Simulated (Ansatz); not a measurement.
**BrH3Si2 (SMILES [SiH2]=[SiH]Br): density, localisation and related maps**

The calculation's input:

```
crystal:
  periodic: [false, false, false]
  atoms:
    - {symbol: Si, position_ang: [-0.697945, 0.357682, -0.916764]}
    - {symbol: Si, position_ang: [0.567176, -0.102515, 0.790370]}
    - {symbol: Br, position_ang: [1.921066, -1.847412, 0.756693]}
    - {symbol: H, position_ang: [-1.317897, -0.809047, -1.594310]}
    - {symbol: H, position_ang: [-1.687423, 1.425388, -0.613177]}
    - {symbol: H, position_ang: [1.215023, 0.975894, 1.577188]}
basis:
  gaussian: {orbitals: def2-TZVPP}
hamiltonian: {xc: pbe0, dispersion: d4}
output: {orbitals: {seedname: orbitals}}
```

Run with:

```sh
ansatz run in.yaml --threads 2 --pin off --events-out ev --progress --plain --max-ram 4352MiB
```

Geometry: PBE0-D4/def2-TZVP.

Computed with Ansatz, RKS PBE0-D4/def2-TZVPP.

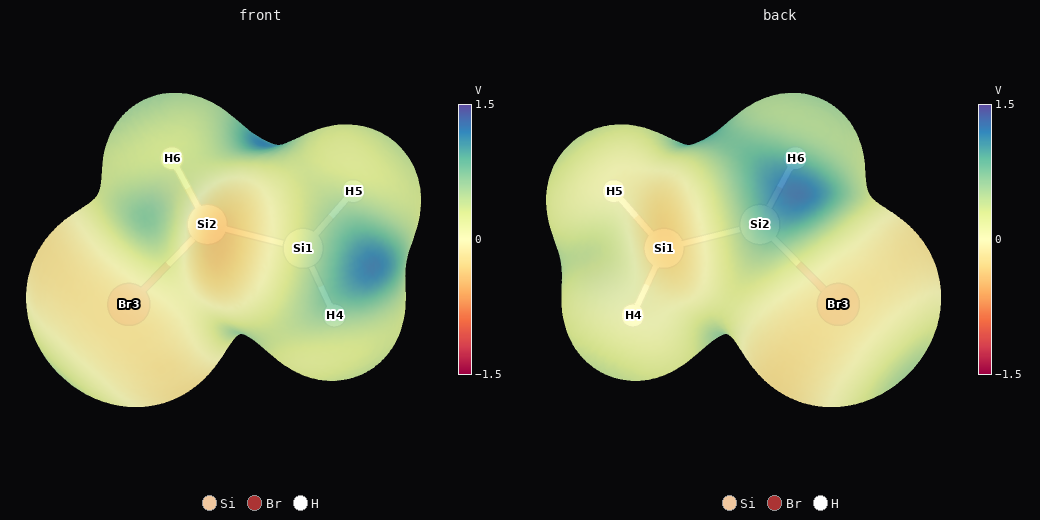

Figure 1. The molecular electrostatic potential painted on the density surface at 0.002 e/bohr³, seen from the front and from behind; the colour scale runs from red (negative) to blue (positive).

### Describe the electrostatic potential map.

The most negative region (about −0.4 V, or −9 kcal/mol for a unit charge) lies over H4, the most positive (about +1.2 V, or +28 kcal/mol for a unit charge) over Si1 and Si2. Br3 shows a σ-hole: about +0.6 V, or +14 kcal/mol for a unit charge at the tip opposite its bond, against about −0.2 V on its flanks.

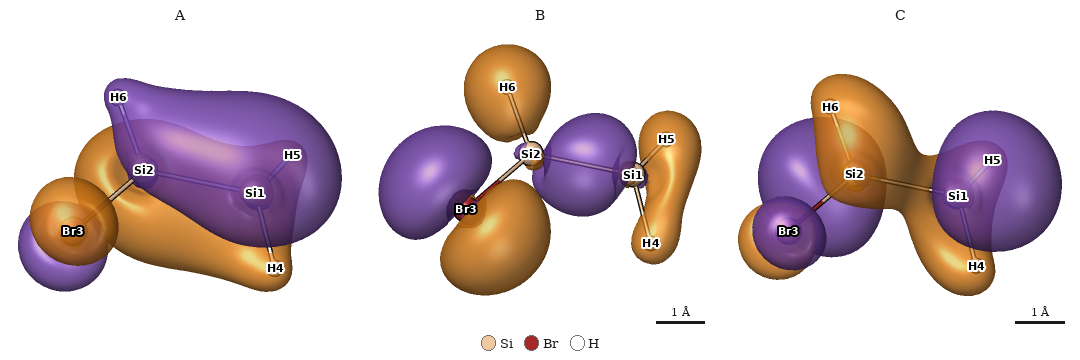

Figure 2. Three frontier orbitals at ±0.08 Å⁻³ᐟ² (orange and purple are the two phases), in no order.

### Which picture is the HOMO−1, the HOMO and the LUMO?

B is the HOMO−1 (−8.55 eV). Its weight (Hirshfeld) is mainly on Br3 (about 65 %), Si2 (about 15 %), Si1 (about 10 %) and H6 (about 5 %). A is the HOMO (−6.26 eV). It lies mainly on Si1 (about 50 %), Si2 (about 35 %) and Br3 (about 10 %); π-bonding across Si1–Si2. C is the LUMO (−2.49 eV). Its weight (Hirshfeld) is mainly on Si2 (about 40 %), Si1 (about 40 %) and Br3 (about 10 %).

### What is the HOMO–LUMO gap?

3.77 eV between the orbital energies.

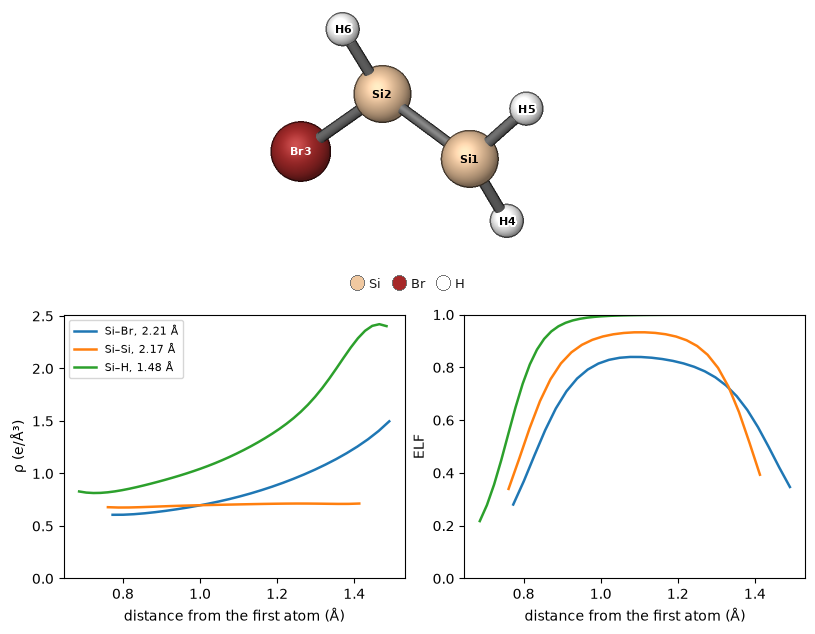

Figure 3. Electron density and electron localisation function along straight lines between neighbouring atoms. The curves leave out the atomic cores. The structure is drawn too.

### What can be read from the curves?

Si–Br (2.21 Å): ρ at the midpoint is about 0.78 e/Å³; the ELF peaks at about 0.85 between the atoms; a polar covalent bond.
Si–Si (2.17 Å): ρ at the midpoint is about 0.7 e/Å³; the ELF peaks at about 0.95 between the atoms; a covalent bond.
Si–H (1.48 Å): ρ at the midpoint is about 0.82 e/Å³; the ELF climbs to about 1 towards the hydrogen, as it does in any bond to H.
